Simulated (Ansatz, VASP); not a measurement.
**Cross-check of BAs between VASP and Ansatz**

Wanted: the spread between two codes on one cell, functional and k mesh. The cell is taken from a series of VASP runs on this material, whose earlier steps may have relaxed, scaled or displaced it; both programs get it as it stands. Valence electrons are named where the data sets of a main pair hold unlike numbers.

Main program and level: Ansatz 0.2.0; plane waves, with VASP 6.6.1 beside it; single point at r2SCAN with rVV10, band structure at r2SCAN with rVV10 and band structure at r2SCAN with rVV10, spin-orbit coupling.

**1. Set-up**

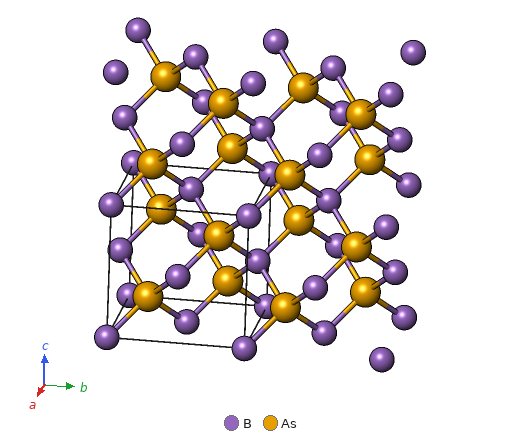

Start, viewed slightly off an axis; boron purple, arsenic orange. 1×2×2 cells are drawn. This picture shows the conventional cell, with its axes. Bonds to atoms that aren't drawn are left out. Some periodic images of atoms are drawn too.

Structure file:

```cif
data_structure
_symmetry_space_group_name_H-M 'P 1'
_symmetry_Int_Tables_number 1
_cell_length_a 3.3797
_cell_length_b 3.3797
_cell_length_c 3.3797
_cell_angle_alpha 60.000
_cell_angle_beta 60.000
_cell_angle_gamma 60.000
_cell_volume 27.30
loop_
_atom_site_label
_atom_site_type_symbol
_atom_site_fract_x
_atom_site_fract_y
_atom_site_fract_z
_atom_site_occupancy
B1 B 0.00000 0.00000 0.00000 1
As2 As 0.25000 0.25000 0.25000 1
```

**2. VASP: single point, r2SCAN with rVV10**

With cell and atoms fixed, the geometry can't cause a difference; cores, projectors, grids and the points listed under the comparison can.

Lines of VASP's logs that name or quote its potential files are left out, and so is its time.

Input file INCAR:

```
SYSTEM = BAs
PREC = Accurate
ENCUT = 420
EDIFF = 1E-06
NELM = 100
ISMEAR = 0
SIGMA = 0.05
LREAL = .FALSE.
ALGO = Normal
METAGGA = R2SCAN
LUSE_VDW = .TRUE.
IVDW_NL = 2
BPARAM = 11.95
CPARAM = 0.0093
LASPH = .TRUE.
NBANDS = 10
LORBIT = 11
LWAVE = .FALSE.
LCHARG = .TRUE.
ISIF = 2
LELF = .TRUE.
LVHAR = .TRUE.
```

Input file POSCAR:

```
BAs
1.0
    0.0000000000      2.3898420644      2.3898420644
    2.3898420644      0.0000000000      2.3898420644
    2.3898420644      2.3898420644      0.0000000000
B As
1 1
Direct
    0.0000000000      0.0000000000      0.0000000000
    0.2500000000      0.2500000000      0.2500000000
```

Input file KPOINTS:

```
Automatic mesh
0
Gamma
7 7 7
0 0 0
```

PAW data sets: B and As (PBE family, release 64).

Started as:

```bash
$ mpirun -np 2 vasp_std
```

Numbers of over 12 decimals in the logs are rounded to 6 here.

Output:

```text
[banner, memory and clock lines left out]
running    2 mpi-ranks, on    1 nodes
 distrk:  each k-point on    2 cores,    1 groups
 distr:  one band on    1 cores,    2 groups

 POSCAR found type information on POSCAR B As
 POSCAR found :  2 types and       2 ions
|                                                                             |
|               ----> ADVICE to this user running VASP <----                  |
|                                                                             |
|     You have switched on vdW-DFT.                                           |
|     This routine was written and supplied by Jiri Klimes. We recommend      |
|     that you carefully read and cite the following publications:            |
|       J. Klimes, D.R. Bowler, A. Michelides                                 |
|          J. Phys.: Cond Matt. 22 022201 (2010)                              |
|       J. Klimes, D.R. Bowler, A. Michelides                                 |
|          Phys. Rev. B. 83, 195131 (2011)                                    |
|     and references therein.                                                 |
|                                                                             |

|                                                                             |
|               ----> ADVICE to this user running VASP <----                  |
|                                                                             |
|     You enforced a specific xc type in the INCAR file but a different       |
|     [... a line on the potential file left out ...]
|     I HOPE YOU KNOW WHAT YOU ARE DOING!                                     |
|                                                                             |

 LDA part: xc-table for (None), standard interpolation
 POSCAR, INCAR and KPOINTS ok, starting setup
 FFT: planning ... GRIDC
 FFT: planning ... GRID_SOFT
 FFT: planning ... GRID
 WAVECAR not read
 entering main loop
       N       E                     dE             d eps       ncg     rms          rms(c)
Total rVV10 correction in eV:      0.0897774    10.0781823
DAV:   1    -0.171197716971E+01   -0.17120E+01   -0.34139E+03   400   0.615E+02
DAV:   2    -0.231176989771E+02   -0.21406E+02   -0.20585E+02   556   0.101E+02
DAV:   3    -0.237289950383E+02   -0.61130E+00   -0.60992E+00   486   0.163E+01
DAV:   4    -0.237303982533E+02   -0.14032E-02   -0.14032E-02   488   0.887E-01
DAV:   5    -0.237303997938E+02   -0.15405E-05   -0.15406E-05   492   0.303E-02    0.498E+00
Total rVV10 correction in eV:      0.0982655    10.0781822
DAV:   6    -0.221687487480E+02    0.15617E+01   -0.97187E-01   420   0.538E+00    0.281E+00
Total rVV10 correction in eV:      0.1084110    10.0781822
DAV:   7    -0.221339627375E+02    0.34786E-01   -0.18937E-01   464   0.237E+00    0.961E-01
Total rVV10 correction in eV:      0.1154842    10.0781822
DAV:   8    -0.221308899296E+02    0.30728E-02   -0.15916E-02   452   0.966E-01    0.917E-02
Total rVV10 correction in eV:      0.1159904    10.0781822
DAV:   9    -0.221310556004E+02   -0.16567E-03   -0.36001E-04   456   0.150E-01    0.453E-02
Total rVV10 correction in eV:      0.1162867    10.0781822
DAV:  10    -0.221311002244E+02   -0.44624E-04   -0.30843E-05   436   0.540E-02    0.162E-02
Total rVV10 correction in eV:      0.1163661    10.0781822
DAV:  11    -0.221311006265E+02   -0.40206E-06   -0.51744E-06   478   0.210E-02
Total rVV10 correction in eV:      0.1163763    10.0781822
Total rVV10 correction in eV:      0.1163747    10.0781822
   1 F= -.22131101E+02 E0= -.22131101E+02  d E =-.274325E-20
```

Parts of OUTCAR (step 2):

```text
ion  position               nearest neighbor table
   1  0.000  0.000  0.000-   2 2.07   2 2.07   2 2.07   2 2.07
   2  0.250  0.250  0.250-   1 2.07   1 2.07   1 2.07   1 2.07

  LATTYP: Found a face centered cubic cell.
 ALAT       =     4.7796841288

 Subroutine GETGRP returns: Found 24 space group operations
 (whereof 24 operations were pure point group operations)

The static configuration has the point symmetry T_d .

 Found     20 irreducible k-points:

   k-points           NKPTS =     20   k-points in BZ     NKDIM =     20   number of bands    NBANDS=     10

   dimension x,y,z NGX =    24 NGY =   24 NGZ =   24
   dimension x,y,z NGXF=    48 NGYF=   48 NGZF=   48

   ENCUT  =  420.0 eV  30.87 Ry    5.56 a.u.   5.65  5.65  5.65*2*pi/ulx,y,z

   NELECT =       8.0000    total number of electrons

 k-points in reciprocal lattice and weights: Automatic mesh
   0.00000000  0.00000000  0.00000000       0.003
   0.14285714  0.00000000  0.00000000       0.023
   0.28571429  0.00000000  0.00000000       0.023
   0.42857143  0.00000000  0.00000000       0.023
   0.14285714  0.14285714  0.00000000       0.017
   0.28571429  0.14285714  0.00000000       0.070
   0.42857143  0.14285714  0.00000000       0.070
  -0.42857143  0.14285714  0.00000000       0.070
  -0.28571429  0.14285714  0.00000000       0.070
[...]
-0.42857143  0.42857143  0.14285714       0.070
  -0.28571429  0.42857143  0.14285714       0.070

 average (electrostatic) potential at core
       1 -28.1815       2 -53.3310

 E-fermi :   6.3210

 k-point     1 :       0.0000    0.0000    0.0000
  band No.  band energies     occupation
      1     -10.1452      2.00000
      2       6.0086      2.00000
      3       6.0086      2.00000
      4       6.0086      2.00000
      5       9.4431      0.00000
      6       9.4431      0.00000
      7       9.4431      0.00000
      8      11.1345      0.00000
      9      16.2907      0.00000
    ...

 k-point     2 :       0.1429    0.0000    0.0000
  band No.  band energies     occupation
      1      -9.7947      2.00000
      2       3.4938      2.00000
      3       5.4314      2.00000
      4       5.4314      2.00000
      5       9.6287      0.00000
      6      10.2014      0.00000
      7      10.2014      0.00000
      8      12.7478      0.00000
      9      17.4828      0.00000
    ...

 k-point     3 :       0.2857    0.0000    0.0000
  band No.  band energies     occupation
      1      -8.7868      2.00000
      2      -0.0329      2.00000
      3       4.6023      2.00000
      4       4.6023      2.00000
      5       9.2469      0.00000
      6      11.0295      0.00000
      7      11.0295      0.00000
      8      14.9645      0.00000
      9      18.0104      0.00000
    ...

  Total        0.0036408      0.0036408      0.0036408     -0.0000000      0.0000000      0.0000000
  in kB        0.2136838      0.2136838      0.2136838     -0.0000000      0.0000000      0.0000000
  external PRESSURE =       0.2136838 kB  Pullay stress =       0.0000000 kB

  energy-cutoff  :      420.00
  volume of cell :       27.30
      direct lattice vectors                 reciprocal lattice vectors
     0.000000000  2.389842064  2.389842064    -0.209218846  0.209218846  0.209218846
     2.389842064  0.000000000  2.389842064     0.209218846 -0.209218846  0.209218846
     2.389842064  2.389842064  0.000000000     0.209218846  0.209218846 -0.209218846

 POSITION                                       TOTAL-FORCE (eV/Angst)
 -----------------------------------------------------------------------------------
      0.00000      0.00000      0.00000         0.000000      0.000000      0.000000
      1.19492      1.19492      1.19492        -0.000000     -0.000000     -0.000000
 -----------------------------------------------------------------------------------
    total drift:                                0.000000      0.000000      0.000000

  FREE ENERGIE OF THE ION-ELECTRON SYSTEM (eV)
  ---------------------------------------------------
  free  energy   TOTEN  =       -22.1311006265 eV

  energy  without entropy=      -22.1311006265  energy(sigma->0) =      -22.13110063

 total charge
# of ion       s       p       d       tot
------------------------------------------
    1        0.667   1.163   0.000   1.830
    2        1.170   1.694   0.092   2.956
--------------------------------------------------
tot          1.838   2.857   0.092   4.786

[... 3 further parts left out ...]
```

The gap is read on the k-mesh alone, so it is an upper bound where the band edges lie off the mesh. The PAW data sets were made with PBE, which is usual practice but a small mismatch for other functionals.

**3. Ansatz: single point, r2SCAN with rVV10**

Ansatz runs on its default PAW (the set named soft_2) files.

The same cell, functional, mesh and smearing now go to Ansatz, which takes its cutoff from its data sets.

Input file input.yaml:

```yaml
crystal:
  lattice:
    - [0.0, 2.3898420644, 2.3898420644]
    - [2.3898420644, 0.0, 2.3898420644]
    - [2.3898420644, 2.3898420644, 0.0]
  atoms:
    - { symbol: B, position: [0.0, 0.0, 0.0] }
    - { symbol: As, position: [0.25, 0.25, 0.25] }
hamiltonian:
  xc: r2scan
  pseudopotentials: { kind: paw }
  dispersion: rvv10
kpoints:
  mp_grid: { grid: [7, 7, 7] }
scf:
  occupations: { method: gaussian, width: 0.05 }
  n_extra_bands: 4
output:
  forces: true
  stress: true
  eigenvalues: true
```

Started as:

```bash
$ ansatz run input.yaml --threads 2 --pin off --max-ram 4608MiB --backend cpu --events-out ev --progress --plain --runs-dir out
```

Output:

```text
scf.n_extra_bands = 4 over 9 filled bands (N_el = 18.0): the run solves 13 bands
Engine: ansatz 0.2.0, x86_64-unknown-linux-gnu
Pseudopotentials: kind: paw
Pseudopotential: B, paw, valence charge 3, recommended cutoff 500 eV (meta_gga), B.paw.azcp
Pseudopotential: As, paw, valence charge 15, recommended cutoff 500 eV (meta_gga), As.paw.azcp
Functional definition: r2SCAN+rVV10
  parameter k0 = 0.174
  parameter k1 = 0.065
  parameter a1 = 4.9479
  exchange = r2scan_x(k0 = k0, k1 = k1, a1 = a1)
  correlation = r2scan_c + rvv10(11.95, 0.0093)
Crystal: 2 atoms, lattice volume = 27.298 Å³
Basis set: ecut = 500 eV, 701 PW (Γ), exchange–correlation on 120×120×120 points (64 copies of the dense FFT grid, shifted against one another)
Bands: 13, of which v1, the nominal top of the filled ones, is band 9 counted from 1 (8 counted from 0)
Symmetry: 24 space group operations
Space group: F-43m (ITA 216), of the structure as read, at distance tolerance 3.0e-5 Å
k-points: 20 of 343 (time reversal used)
Non-local potential: B, projectors of the file, l = 0: 2, l = 1: 2, l = 2: 1
Non-local potential: As, projectors of the file, l = 0: 2, l = 1: 2, l = 2: 3, l = 3: 1
PAW form: soft (Blöchl's): semilocal exchange-correlation on the pseudo side does not see the compensation charge
rVV10 density: all electrons in the spheres
PAW frozen core: B, regenerated for the run's functional (the file was generated under x = pbe(κ = 0.804, μ = 0.219515), c = pbe(β = 0.066725))
PAW frozen core: As, regenerated for the run's functional (the file was generated under x = pbe(κ = 0.804, μ = 0.219515), c = pbe(β = 0.066725))
PAW one-centre angular grid: B, 302 points (default); XC on 160 Gauss nodes
PAW one-centre angular grid: As, 590 points (default); XC on 160 Gauss nodes
Initial density: superposition of atomic densities (neutral atoms: chi_scale 0, normalization atom), corrected by the library's trained network
Initial wavefunctions: pseudopotential atomic-orbital guess
Functional: x = r2scan, c = r2scan + rvv10(b = 11.95, C = 0.0093); τ floored in thin density (d = 2e-4 eV/Å³)
SCF iter   1: F=—  HF=-5019.974715 eV  |F-HF|=—  |Δ(HF+E_count)|=         —  Δρ=6.02e-3  dr2=1.11e-2  dr2_τ=9.44e-2  ethr=1.77e-3  ⟨swp⟩=5.7  Hψ=1525  notcnv=0
preconditioner: auto → none  [insulator: Δε(μ)=1.322 eV  Ē_g=13.160 eV  σ=0.050 eV  W_gap=1.00  n_scr=8 (ndim 8)  ℏωp=20.1 eV  f_vac=0.001  D(μ)=0.00/eV (n_scr^D=0)  ε∞_Penn≈3.3]
SCF iter   2: F=—  HF=-5019.998964 eV  |F-HF|=—  |Δ(HF+E_count)|=   2.42e-2  Δρ=2.43e-3  dr2=8.52e-4  dr2_τ=1.23e-4  ethr=6.16e-5  ⟨swp⟩=2.0  Hψ=680  notcnv=0
SCF iter   3: F=—  HF=-5019.999010 eV  |F-HF|=—  |Δ(HF+E_count)|=   4.66e-5  Δρ=1.30e-3  dr2=2.01e-4  dr2_τ=3.93e-6  ethr=4.73e-6  ⟨swp⟩=2.0  Hψ=440  notcnv=0
SCF iter   4: F=—  HF=-5019.999062 eV  |F-HF|=—  |Δ(HF+E_count)|=   5.14e-5  Δρ=1.45e-4  dr2=2.62e-6  dr2_τ=1.11e-7  ethr=1.12e-6  ⟨swp⟩=1.0  Hψ=260  notcnv=0
SCF iter   5: F=—  HF=-5019.999063 eV  |F-HF|=—  |Δ(HF+E_count)|=   7.48e-7  Δρ=1.83e-5  dr2=5.25e-8  dr2_τ=1.94e-9  ethr=1.46e-8  ⟨swp⟩=2.2  Hψ=441  notcnv=0
SCF iter   6: F=-5019.999063 eV  HF=-5019.999063 eV  |F-HF|=4.73e-11  |Δ(HF+E_count)|=   1.69e-8  Δρ=3.10e-6  dr2=1.14e-9  dr2_τ=4.87e-11  ethr=2.91e-10  ⟨swp⟩=2.6  Hψ=879  notcnv=0
SCF 1 converged in 6 iterations: F = -5019.999063 eV  dr2 = 1.14e-9
  greatest PAW one-centre occupation: 0.999 electrons in one spin orbital (limit 2), on the As atom at site 1 (counted from 0), in its partial waves of l = 2
SCF converged after 6 iterations
Free energy (F): -5019.999063 eV
Harris-Foulkes:  -5019.999063 eV  (|F-HF|=4.73e-11)
Internal energy: -5019.999063 eV  (E = F + TS)
E sigma→0 (E₀):  -5019.999063 eV
Fermi energy:    11.687713 eV
--- Per-component energies (eV) ---
  E_band       = -222.994804
  E_kinetic    = 151.442208
  E_local      = -1695.469699  (includes V_loc(G=0)·N_el)
  E_nonlocal   = -657.624275
  E_hartree    = 941.396210
  E_xc         = -104.266929
  E_vxc        = -125.200263  (∫ρ·V_xc dr)
  E_paw        = -1929.194870  (= ΣΔE_a)
  E_vpaw       = 214.818872  (= ΣTr[D̂ρ^β])
  E_aug_tail   = -0.000004  (compensation charges beyond the density's cutoff)
  E_vtau       = 6.244992  (kinetic-family band-sum trace: ∫τ·v_τ [+ j·A + Jᵃ·Aᵃ] dr)
  E_ewald      = -1724.805853
  E_core_change = -1.475850  (= ΣΔE_core)
  E_smearing   = -0.000000  (= −TS)
  E_closure    = -0.000000  (closes the sum)
  Σ components = -5019.999063   (vs F -5019.999063, Δ=0.00e0)
--- Forces (eV/Å), atoms counted from 1 ---
  atom   1  B      0.00000000    -0.00000000     0.00000000
  atom   2  As     0.00000000    -0.00000000    -0.00000000
  max |Σ_I F_I| component: 6.38e-16 eV/Å
--- Stress (GPa, compression-positive) ---
       -0.448464       0.000000       0.000000
        0.000000      -0.448464       0.000000
       -0.000000       0.000000      -0.448464
  P = ⅓ Tr σ = -0.4485 GPa (-4.485 kbar)
--- Band table (eV; the first three rows and the last of 20) ---
  k-point 0: bands = [... 5 lower, -5.1525, 11.0083, 11.0083, 11.0083, 14.4393, 14.4393, 14.4393, 16.0991]
  k-point 1: bands = [... 5 lower, -4.8015, 8.4904, 10.4302, 10.4302, 14.6229, 15.2001, 15.2001, 17.7260]
  k-point 2: bands = [... 5 lower, -3.7921, 4.9653, 9.6006, 9.6006, 14.2384, 16.0334, 16.0334, 19.9644]
  k-point 19: bands = [... 5 lower, -0.7226, 2.4787, 4.8625, 6.4819, 15.1491, 17.8320, 18.7334, 19.5067]
```

Elapsed: 2.3 s, on 2 threads of Intel Xeon Platinum 8488C (Sapphire Rapids), shared host; peak memory 0.48 GiB; 4.3 s of CPU time.

The run ends at a pressure of -0.45 GPa.

**4. Side by side**

Known differences besides the potentials themselves: VASP keeps PBE cores, Ansatz makes them for the functional; the data sets hold 18 valence electrons in Ansatz (on its default PAW (the set named soft_2) files) and 8 in VASP; the cutoff is 500 eV in Ansatz and 420 eV in VASP. Total energies have different zeros and are not compared.

Compared:

```
              quantity  Ansatz   VASP  difference
        pressure (GPa)   -0.45   0.02       -0.47
gap on the k mesh (eV)   1.360  1.359      +0.001
```

A gap on the mesh is an upper bound, since the band edges may lie between its points.

(Continued in part 2 of 2.)

[Lines on the potential files, build, host, timing and source positions are cut from VASP's logs without a mark.]

[Logs are printed without paths, hosts, clocks, repeated set-up lines and the standing remarks that a program may print on its own settings, such as how far it seeks lower states.]

[Hosts, paths, dates, database ids (printed as entryN), source tags and the programs' standing remarks are cut or masked in the printed files.]
